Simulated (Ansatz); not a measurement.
The starting structures come from a database of crystals and need not be the phases stable at ambient conditions.

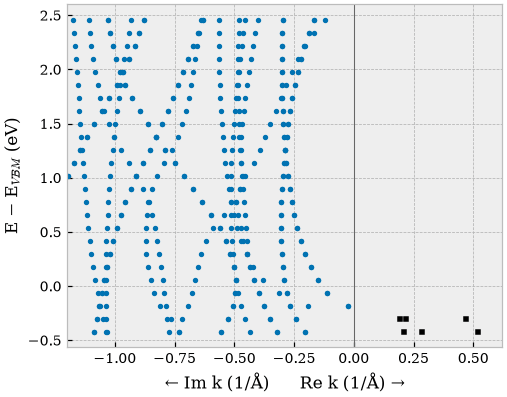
Fig. 1. Complex bands at the centre of the two-dimensional zone; r2SCAN (Ansatz, an electronic-structure program)

The gap is the functional's own, uncorrected, and κ follows it; spin-orbit coupling is left out. Mid-gap means the computed energy nearest the middle.

### Question
This is PbIF (P4/nmm, 6 atoms a cell, 26.5 Å³ an atom) along the normal of (111). Read off the slowest decay at the centre of the two-dimensional zone at 1.14 eV, the computed energy nearest the middle of the gap.

### Answer
κ ≈ 0.28 1/Å, a decay length 1/(2κ) of the density of 1.8 Å.
